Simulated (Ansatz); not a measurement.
F$_{6}$Te

```xyz
7

F    -0.8900    0.2702   -1.8888
F     0.4989   -0.6096    1.5048
F     0.9762    1.3041   -0.2895
F    -1.4992    0.9208    0.6243
F     1.1080   -1.2602   -1.0083
F    -1.3674   -1.6435   -0.0945
Te   -0.1956   -0.1697   -0.1920
```

Geometry: r2SCAN-D4/def2-SVP; core potentials replace the inner electrons of Te.

These are results of isolated molecule in a Gaussian basis; Kohn-Sham density functional theory, functional PBE0 (Ansatz 0.2.0), not measurements.

> What will maps of the electron density and electron localisation function show?

Te–F (1.89 Å): ρ at the midpoint is about 0.89 e/Å³; the ELF peaks at about 0.80 in the valence shell of F, 0.5 Å from its nucleus, and drops to about 0.15 between the two atoms.

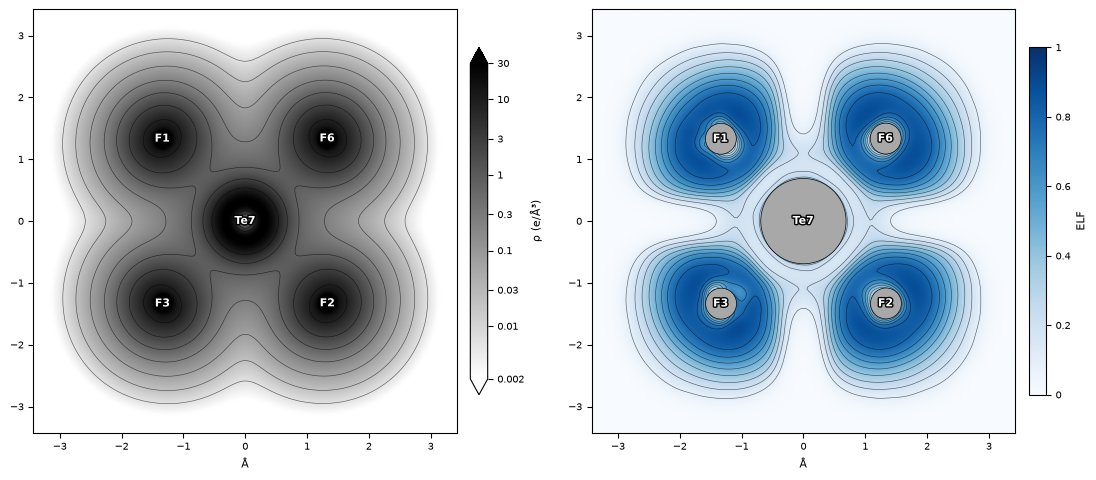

Computed electron density and electron localisation function on the plane of atoms F2, Te7 and F6, in this order. Grey discs cover the atomic cores in the ELF map. 
